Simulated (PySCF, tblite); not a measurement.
**C3H7O3Si radical: geometry, infrared bands and EPR parameters**

Wanted: the infrared bands and EPR parameters of C3H7O3Si radical (`C[C]([SiH2]O)C(=O)O`), by calculation.

Programs: tblite 0.8.0 and PySCF 2.14.0, with density-fitted response routines of our own. Each step states its level of theory. These are calculated values for one molecule in the gas phase, unless marked as measured. Atoms are numbered from 0 throughout.

## (1) Starting geometry

14 atoms, charge 0, multiplicity 2; geometry from: force field or distance geometry start.

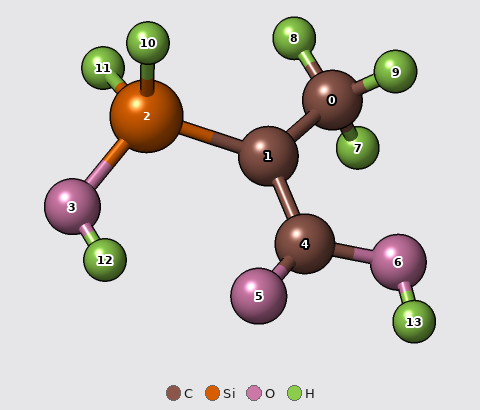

As it starts; carbon brown, silicon orange, oxygen pink, hydrogen green, atoms numbered.

## (2) Relaxing the molecule with GFN2-xTB

The job: settings as JSON, then the geometry in Å.

```
{"job": {"kind": "relax", "xc": "GFN2-xTB", "basis": "xTB"}, "charge": 0, "multiplicity": 2}
C      1.041400    -1.324900     0.465900
C      0.158500    -0.182600     0.036700
Si    -1.418500    -0.489300    -0.760200
O     -2.518600     0.750400    -0.545400
C      0.580300     1.191400     0.261700
O     -0.067100     2.190800    -0.016200
O      1.803500     1.273700     0.797000
H      1.263100    -1.254000     1.541500
H      0.576100    -2.302800     0.291800
H      1.975200    -1.305000    -0.079800
H     -1.222600    -0.663700    -2.220100
H     -2.026500    -1.742700    -0.244900
H     -2.118100     1.627200    -0.441300
H      1.972700     2.230900     0.891100
```

On the command line:

```sh
> OMP_NUM_THREADS=1 python probes_run.py task.json out
```

The driver reads the jobs from task.json and runs them one after another.

What it wrote:

```text
step      E/eV     max force
  0    -650.90446    3.304
  1    -651.06541    0.703
  2    -651.09027    0.499
  3    -651.11525    0.429
  4    -651.12422    0.276
  5    -651.13100    0.204
  6    -651.13512    0.150
  7    -651.13712    0.157
  8    -651.13865    0.153
  9    -651.14021    0.123
 10    -651.14205    0.105
 11    -651.14362    0.107
 12    -651.14471    0.089
 13    -651.14553    0.086
 14    -651.14632    0.098
 15    -651.14709    0.082
 16    -651.14771    0.065
 17    -651.14820    0.081
 18    -651.14870    0.080
 19    -651.14931    0.084
 20    -651.14999    0.086
 21    -651.15059    0.060
 22    -651.15100    0.044
 23    -651.15128    0.042
 24    -651.15153    0.044
 25    -651.15180    0.046
 26    -651.15213    0.052
 27    -651.15259    0.075
 28    -651.15322    0.089
 29    -651.15395    0.079
 30    -651.15465    0.084
 31    -651.15527    0.072
 32    -651.15586    0.070
 33    -651.15651    0.074
 34    -651.15711    0.058
 35    -651.15759    0.064
 36    -651.15810    0.057
 37    -651.15887    0.067
 38    -651.16007    0.096
 39    -651.16141    0.093
 40    -651.16235    0.078
 41    -651.16305    0.063
 42    -651.16390    0.084
 43    -651.16514    0.113
 44    -651.16673    0.154
 45    -651.16824    0.087
 46    -651.16929    0.061
 47    -651.16970    0.068
 48    -651.17057    0.064
 49    -651.17125    0.064
 50    -651.17175    0.061
 51    -651.17205    0.049
 52    -651.17244    0.077
 53    -651.17291    0.068
 54    -651.17326    0.040
 55    -651.17344    0.036
 56    -651.17368    0.041
 57    -651.17394    0.046
 58    -651.17417    0.040
 59    -651.17435    0.028
 60    -651.17451    0.032
 61    -651.17464    0.033
 62    -651.17474    0.023
 63    -651.17480    0.022
 64    -651.17486    0.018
 65    -651.17492    0.019
 66    -651.17496    0.016
 67    -651.17498    0.010
 68    -651.17500    0.013
 69    -651.17502    0.013
 70    -651.17503    0.009
```

It took 0.41 s on 1 thread of Arm Neoverse V1, shared host; peak memory 0.18 GiB.

Along the way: (not every step is listed)

```csv
step,energy from step 0 (eV),largest force (eV/Å)
0,0.0000,3.3039
1,-0.1610,0.7030
2,-0.1858,0.4992
3,-0.2108,0.4294
4,-0.2198,0.2758
5,-0.2265,0.2041
6,-0.2307,0.1497
7,-0.2327,0.1565
8,-0.2342,0.1532
13,-0.2411,0.0859
18,-0.2442,0.0801
23,-0.2468,0.0418
28,-0.2488,0.0890
33,-0.2521,0.0743
38,-0.2556,0.0960
43,-0.2607,0.1135
48,-0.2661,0.0643
53,-0.2685,0.0683
58,-0.2697,0.0398
63,-0.2703,0.0218
65,-0.2705,0.0187
66,-0.2705,0.0159
67,-0.2705,0.0103
68,-0.2705,0.0130
69,-0.2706,0.0130
70,-0.2706,0.0088
```

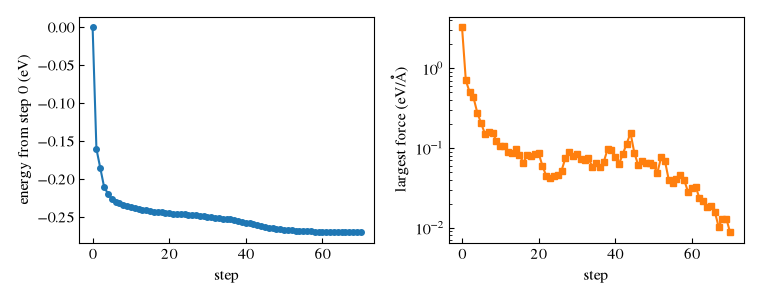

Energy and force, step by step.

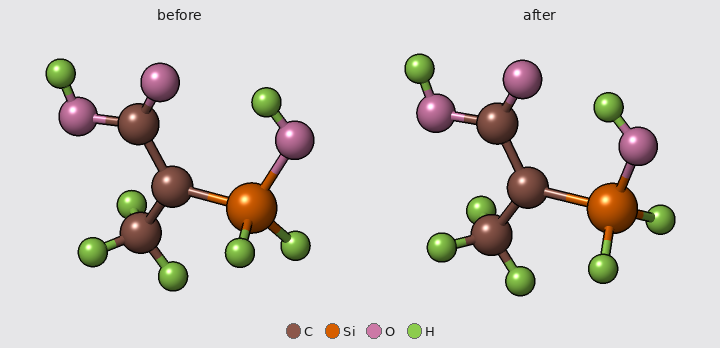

The geometry before (left) and after (right).

Distances of close pairs at the start and the end, largest changes first:

```csv
bond,before (Å),after (Å),change (Å)
C1–Si2,1.793,1.883,+0.090
Si2–O3,1.671,1.611,-0.061
C0–C1,1.506,1.475,-0.031
C1–C4,1.455,1.429,-0.026
Si2–H11,1.485,1.465,-0.020
Si2–H10,1.483,1.465,-0.018
C4–O6,1.338,1.355,+0.017
C0–H8,1.097,1.086,-0.011
```

The end geometry stands in the next job.

## (3) Harmonic vibrations with GFN2-xTB

The job: settings as JSON, then the geometry in Å.

```
{"job": {"kind": "ir", "xc": "GFN2-xTB", "basis": "xTB"}, "charge": 0, "multiplicity": 2}
C      1.105492    -1.291999     0.333220
C      0.145839    -0.210572     0.039919
Si    -1.534309    -0.525250    -0.751052
O     -2.336115     0.859355    -0.936331
C      0.512970     1.129899     0.371002
O     -0.198905     2.117088     0.193821
O      1.745010     1.272334     0.915752
H      1.367015    -1.290592     1.393782
H      0.704050    -2.262240     0.057390
H      2.043820    -1.120868    -0.199737
H     -1.295189    -1.129927    -2.064220
H     -2.280589    -1.411258     0.145851
H     -1.881692     1.653873    -0.623139
H      1.901925     2.209685     1.101575
```

What it wrote:

```text
mode    cm-1     km/mol
  1      51.4      0.09
  2      62.0      3.49
  3      78.1      1.34
  4     191.9      7.21
  5     229.2     10.02
  6     236.7      3.93
  7     270.9      4.16
  8     407.1     21.97
  9     477.7     15.13
 10     504.2    203.58
 11     552.7     12.01
 12     570.6     18.86
 13     618.4      0.47
 14     649.9     24.77
 15     678.5    231.81
 16     705.6     81.29
 17     780.6    174.67
 18     894.7    508.20
 19     931.0      0.12
 20     936.3     15.80
 21     949.7    206.39
 22    1088.7    256.53
 23    1152.9     31.54
 24    1217.9     43.55
 25    1336.6    199.92
 26    1373.4     29.84
 27    1434.4      3.95
 28    1457.8     30.69
 29    1620.9    297.45
 30    2216.1    365.38
 31    2244.3    112.62
 32    2949.5      3.65
 33    2980.0      2.44
 34    3053.1     19.09
 35    3389.5    137.59
 36    3476.7     37.59
```

Wall time 0.41 s (1 thread of Arm Neoverse V1, shared host); peak memory 0.18 GiB.

Which atoms move in the most intense modes:

```csv
cm⁻¹,km/mol,atoms
504,203.6,"H11 23 %, H10 23 %, H12 18 %, Si2 12 %"
678,231.8,"C4 54 %, H13 14 %"
895,508.2,H12 72 %
950,206.4,"O3 47 %, Si2 32 %"
1089,256.5,"O6 31 %, C4 22 %, H8 12 %, H13 12 %"
1337,199.9,"C1 43 %, C4 36 %"
1621,297.4,"C4 64 %, O5 31 %"
2216,365.4,"H10 52 %, H11 44 %"
```

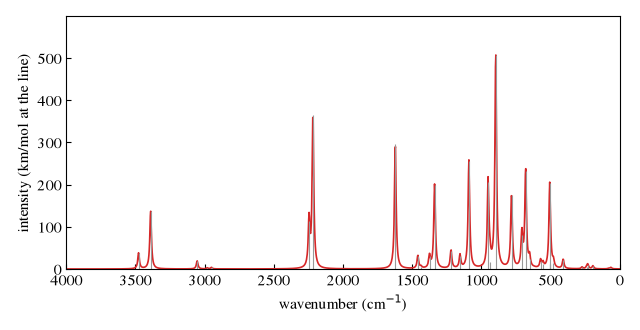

The infrared spectrum from these modes, unscaled. Lines are broadened to a width of 14 cm⁻¹ (Lorentzian).

## (4) g tensor and hyperfine couplings: B3LYP/pcH-1

The job, as its differences from that of step 3:

```diff
@@ -1,2 +1,2 @@
-{"job": {"kind": "ir", "xc": "GFN2-xTB", "basis": "xTB"}, "charge": 0, "multiplicity": 2}
+{"job": {"kind": "epr", "basis": "pcH-1"}, "charge": 0, "multiplicity": 2}
 C      1.105492    -1.291999     0.333220
```

Level: UKS B3LYP, pcH-1 on C H O Si, non-relativistic, mean-field spin-orbit, GIAO.

What it wrote:

```text
UKS, coarse grid
  cycle   1  E = -633.48826157  |g| = 8.80e-01
  cycle   2  E = -632.77961814  |g| = 1.62e+00
  cycle   3  E = -633.71961728  |g| = 2.99e-01
  cycle   4  E = -633.75254219  |g| = 1.10e-01
  cycle   5  E = -633.75619969  |g| = 3.72e-02
  cycle   6  E = -633.75680169  |g| = 9.70e-03
  cycle   7  E = -633.75685290  |g| = 3.47e-03
  cycle   8  E = -633.75686160  |g| = 2.15e-03
  cycle   9  E = -633.75686470  |g| = 7.36e-04
UKS, final grid
  cycle   1  E = -633.75682873  |g| = 9.91e-04
  cycle   2  E = -633.75682830  |g| = 1.55e-03
  cycle   3  E = -633.75682917  |g| = 1.17e-04
  cycle   4  E = -633.75682919  |g| = 7.84e-05
  cycle   5  E = -633.75682920  |g| = 4.26e-05
  cycle   6  E = -633.75682920  |g| = 2.03e-05
E = -633.75682920 Eh   <S^2> = 0.7566 (exact 0.7500)
g shifts (ppm)      1          2          3
  rmc          -168       -168       -168
  gc            -10         32         29
  oz_so          47       1432       3041
  total        -130       1296       2902
hyperfine (MHz)  atom isotope    a_iso     a_fc   dipolar eigenvalues
    0   13C     -25.99     -26.00     -3.26      0.37      2.88
    1   13C      64.37      64.51    -63.71    -63.28    126.99
    2  29Si      36.74      36.80     -2.07     -0.28      2.34
    3   17O       1.01       1.01     -0.19     -0.15      0.34
    4   13C     -35.18     -35.21     -2.81     -1.19      4.00
    5   17O     -14.99     -14.74    -61.90     30.88     31.02
    6   17O       2.73       2.77     -4.36      1.46      2.90
    7    1H     104.11     104.11     -5.12     -2.79      7.91
    8    1H       0.80       0.80     -3.73     -3.24      6.98
    9    1H     110.12     110.12     -5.16     -2.72      7.89
   10    1H      47.32      47.32     -2.78     -1.66      4.44
   11    1H      47.53      47.53     -2.78     -1.67      4.46
   12    1H      -0.34      -0.34     -3.31     -1.97      5.28
   13    1H      -2.58      -2.59     -2.56     -1.53      4.10
```

Wall time 71 s (1 thread of Arm Neoverse V1, shared host); peak memory 1 GiB.

Principal g values 2.00219, 2.00361, 2.00522; g(iso) = 2.00368, against 2.00232 for a free electron.

Hyperfine couplings; where a row names several nuclei, a(iso) is their mean (it holds for fast rotation or exchange) and the dipolar term the largest among them:

```csv
nuclei,isotope,a(iso) (MHz),"a(iso) (G, at g = 2.0023)",largest dipolar term (MHz)
"H7, H8, H9",1H,71.7,25.6,7.9
C1,13C,64.4,23.0,127.0
"H10, H11",1H,47.4,16.9,4.5
Si2,29Si,36.7,13.1,2.3
C4,13C,-35.2,-12.6,4.0
C0,13C,-26.0,-9.3,-3.3
O5,17O,-15.0,-5.3,-61.9
O6,17O,2.7,1.0,-4.4
H13,1H,-2.6,-0.9,4.1
O3,17O,1.0,0.4,0.3
H12,1H,-0.3,-0.1,5.3
```

Mulliken spin populations:

C0 -0.06; C1 0.82; Si2 -0.04; O3 0.00; C4 -0.05; O5 0.19; O6 0.01; H7 0.04; H8 0.00; H9 0.04; H10 0.02; H11 0.02; H12 0.00; H13 0.00

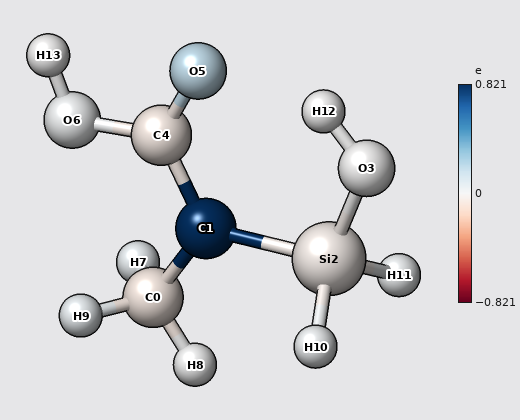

Mulliken spin populations, as colours on the atoms.

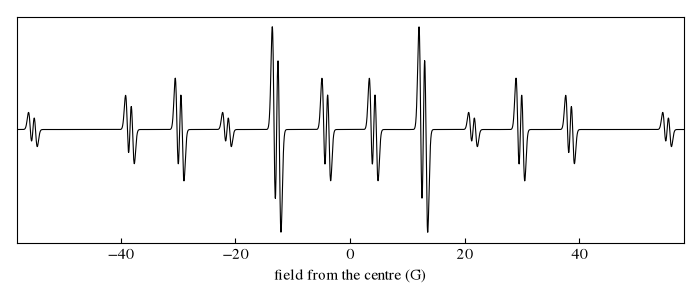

First-order isotropic spectrum (first derivative, main isotopes with spin only, couplings over 0.8 MHz, Gaussian width 0.3 G; couplings of the frozen geometry, rotation of groups not averaged beyond the rows shown).

The fields below are evaluated on a grid from the run's orbitals.

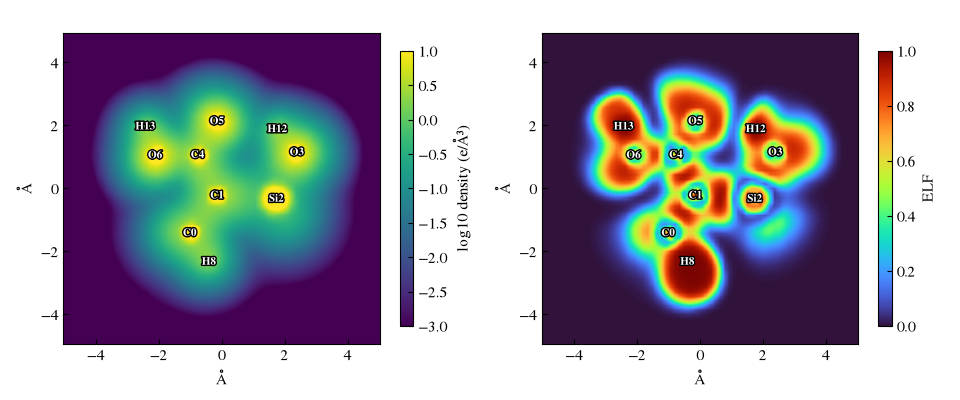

Density (left) and ELF (right) in a plane through or near 10 of the atoms.

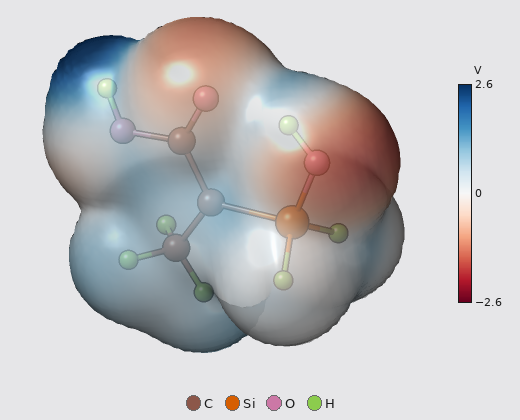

The potential that a unit positive charge feels on the 0.002 e/bohr³ surface, from -1.64 V near O3 to 2.60 V near H13.

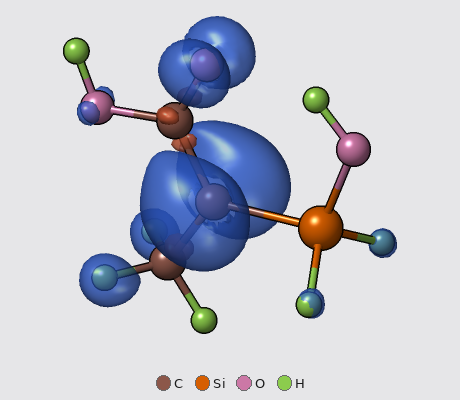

Spin density at ±0.03 e/Å³ (alpha excess blue, beta excess red).

## (5) What came out

| quantity | value |
| --- | --- |
| strongest single infrared mode (GFN2-xTB) | 895 cm⁻¹, 508 km/mol |
| zero-point energy (GFN2-xTB) | 59.7 kcal/mol |
| g(iso) (B3LYP) | 2.00368 |
| ⟨S²⟩ | 0.757 (exact 0.75) |
| largest a(iso) (averaged by class) | 1H on H7, H8, H9, 71.7 MHz |
| surface potential, least and greatest | -1.64 V and 2.60 V |

The optimisation took 70 steps and gained 0.271 eV; among the close pairs (by a distance rule), C1–Si2 changed most, from 1.793 to 1.883 Å. No mode is imaginary among the 36: a minimum at this level. The strongest single mode, at 895 cm⁻¹, moves mainly H12. GFN2-xTB is a fitted tight-binding method: band positions and strengths are rough. Its intensities can rank the bands wrongly. C1 carries the largest spin population, 0.82 e. The isotropic g lies 1.4 ppt above the free-electron value.
